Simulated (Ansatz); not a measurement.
AlH4NO2···H2O

```yaml
atoms:
  - { symbol: Al, position_ang: [0.0962, -0.3401, 0.2094] }
  - { symbol: N, position_ang: [-0.0527, -0.1306, 2.0646] }
  - { symbol: H, position_ang: [-0.8718, -0.4638, 2.5577] }
  - { symbol: H, position_ang: [0.7723, -0.3144, 2.6236] }
  - { symbol: O, position_ang: [1.6678, -0.4264, -0.4281] }
  - { symbol: H, position_ang: [1.7932, -0.5298, -1.3792] }
  - { symbol: O, position_ang: [-1.2633, -0.6446, -0.7736] }
  - { symbol: H, position_ang: [-2.1411, -0.7916, -0.4034] }
  - { symbol: O, position_ang: [-0.3185, 2.5562, 0.6886] }
  - { symbol: H, position_ang: [-1.2681, 2.7097, 0.5762] }
  - { symbol: H, position_ang: [-0.2501, 2.0533, 1.5378] }
```

Not at a stationary point (largest force 1.6 eV/Å).

All numbers below come from RKS CAM-B3LYP-D4/6-31G* in Ansatz 0.2.0.

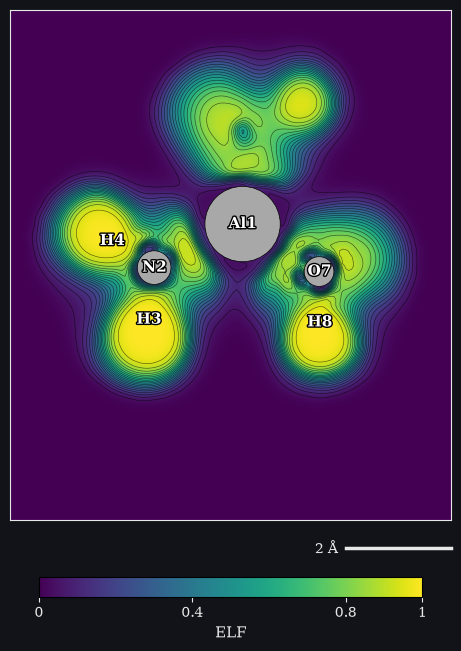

Figure 1. ELF on the plane of atoms Al1, O7 and H8. Grey discs cover the atomic cores.

What does the map show?

Answer. Atoms in the plane: Al, N, H and O. Al–O (1.71 Å): the ELF peaks at about 0.85 in the valence shell of O, 0.6 Å from its nucleus, and is about 0.35 at the midpoint. Al–N (1.87 Å): the ELF peaks at about 0.90 between the atoms; a polar covalent bond. O–H (0.96 Å): the ELF climbs to about 1 towards the hydrogen, as it does in any bond to H: an ordinary covalent bond to hydrogen. N–H (1.01 Å): the ELF climbs to about 1 towards the hydrogen; an ordinary covalent bond to hydrogen. The ELF also peaks beside O7 and O5, away from the bonds: lone-pair regions.

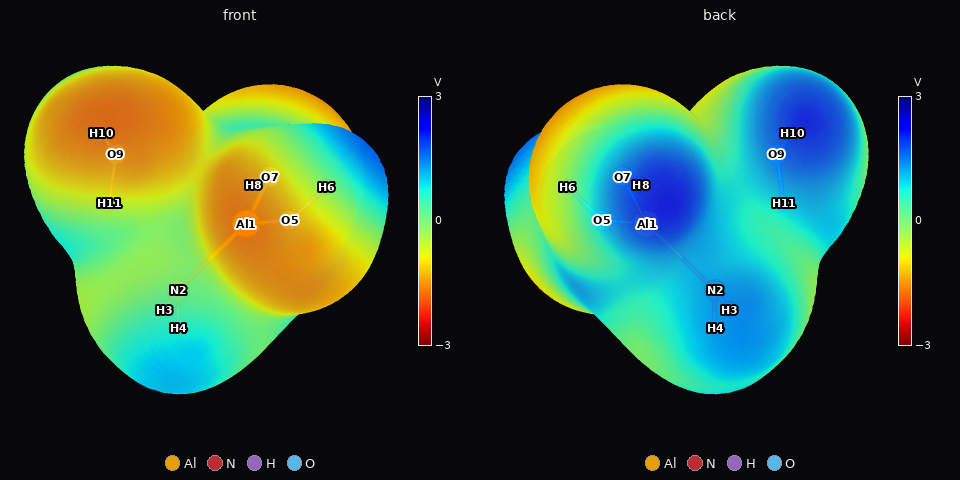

Figure 2. The electrostatic potential painted on the density surface at 0.001 e/bohr³, seen from the front and from behind; the colour scale runs from red (negative) to blue (positive).

Where is the surface potential most negative and most positive?

Answer. The most negative region (about −1.7 V) lies over O9, the most positive (about +2.0 V) over H8 and H10. O9 is the likeliest acceptor of a hydrogen bond.

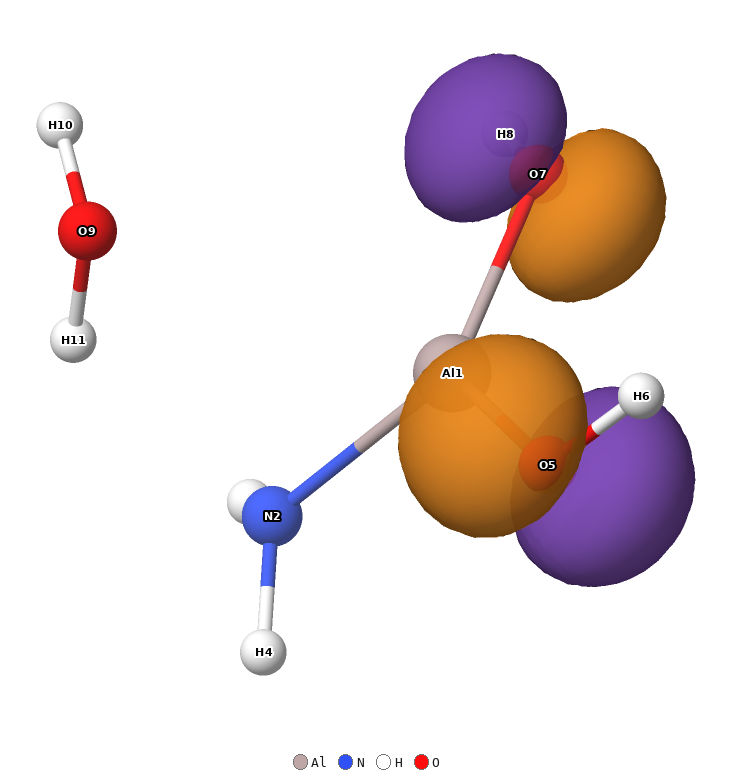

Figure 3. The HOMO−1 at ±0.2 Å⁻³ᐟ² (orange and purple are the two phases), seen at a tilt.

Describe this orbital and give its energy.

Answer. It lies mainly on O5 (about 55 %) and O7 (about 30 %). Its energy is −9.84 eV.
